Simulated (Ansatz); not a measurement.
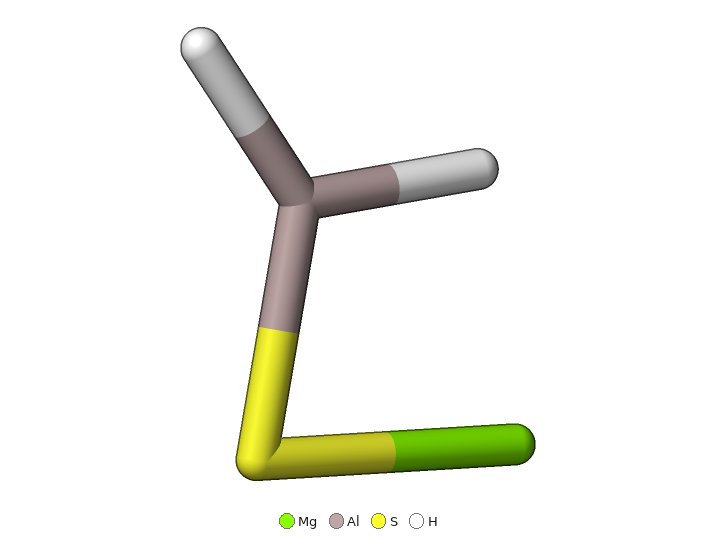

A stick model of a molecule. Every bond is drawn as one stick, whatever its order.

State: neutral, doublet. The geometry was computed by an optimisation with PBE0-D4/def2-TZVP. No frequency run is at hand to confirm it as a minimum.

Description:

It has 5 atoms: 1 aluminium, 2 hydrogen, 1 magnesium and 1 sulfur (AlH2MgS). The point group is Cs. It is an open-shell species. All atoms lie on one plane. Coordination: 1 Al trigonal planar; 1 S bent.

The parts below concern this one geometry. Atoms keep their numbers from picture to picture.

**Shape**

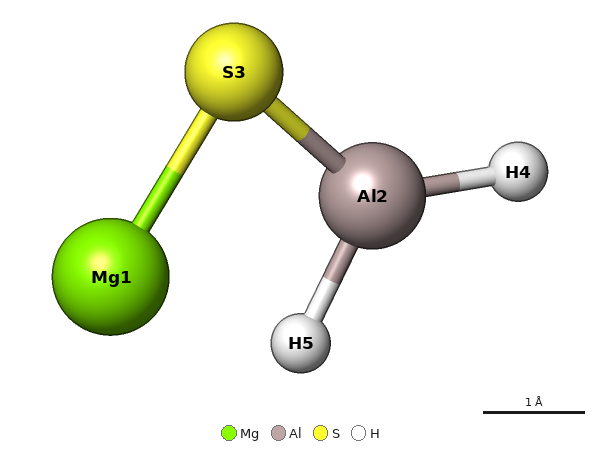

Numbered structure. No frequency run is at hand to confirm it as a minimum.

List the bonds and their lengths.

| bond | length (Å) |
| --- | --- |
| Mg1–S3 | 2.380 |
| Al2–S3 | 2.122 |
| Al2–H4 | 1.575 |
| Al2–H5 | 1.640 |

**Electronic properties**

No frequency run is at hand to confirm it as a minimum. Method: UKS PBE0-D4/def2-TZVPP (Ansatz 0.2.0).

What is the ⟨S²⟩ of the determinant?

Answer. 0.751.

Estimate the HOMO energy (Kohn–Sham orbital).

Answer. −5.16 eV.

**Dipole moment**

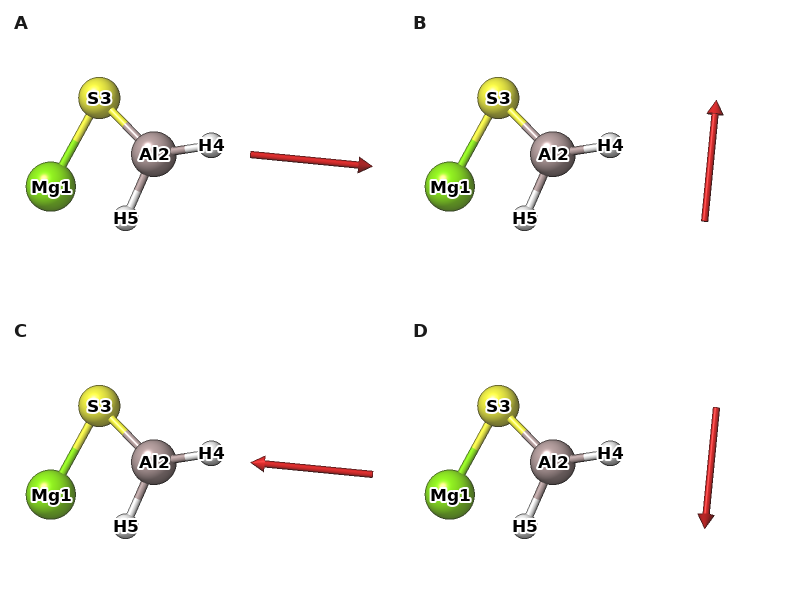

The same molecule four times, each with an arrow. No frequency run is at hand to confirm it as a minimum. Level of theory: UKS PBE0-D4/def2-TZVP (Ansatz 0.2.0).

Which arrow points along the dipole moment, from the negative to the positive end?

Answer. D. The dipole moment is 2.04 D; it points from the side of S3 to the side of H5 (the outermost atoms at the two ends).

**Charges**

The questions are on Mulliken charges. No frequency run is at hand to confirm it as a minimum. Level of theory: UKS PBE0-D4/def2-TZVP (Ansatz 0.2.0).

Which atom carries the highest charge (most positive or least negative)?

Answer. Al2 (0.37 e).

And the lowest?

Answer. S3 (−0.47 e).

List the Mulliken charges.

```tsv
atom	value (e)
Mg1	0.31
Al2	0.37
S3	−0.47
H4	−0.08
H5	−0.14
```

Mulliken values depend strongly on the basis set and can even reverse the polarity of a bond.
